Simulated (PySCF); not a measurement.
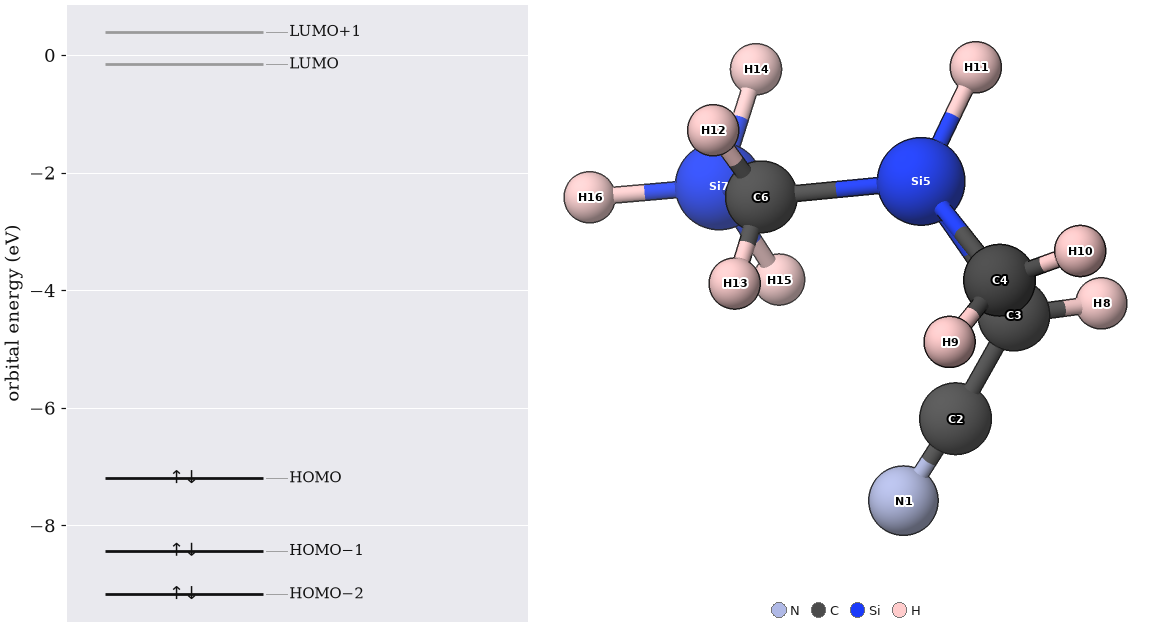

C₄H₉NSi₂, SMILES N#C[C@@H]1C[Si@@H]1C[SiH3]. Kohn-Sham orbital energies near the frontier, PBE0/def2-SVPD (IEF-PCM dichloromethane), PySCF, at a PBE0-D3(BJ)/def2-SVP geometry (no frequency check); empty levels in grey, levels within 0.03 eV side by side.

**Where do the frontier orbitals lie?**

HOMO at −7.20 eV, LUMO at −0.16 eV, 7.04 eV apart.

**On which atoms do HOMO and LUMO mostly sit?**

HOMO: C3 23 %, Si5 22 %, C4 20 %. LUMO: Si5 29 %, N1 10 %, H11 10 % (Löwdin shares).

Note: one conformer of a flexible molecule; empty levels above zero depend strongly on the basis.
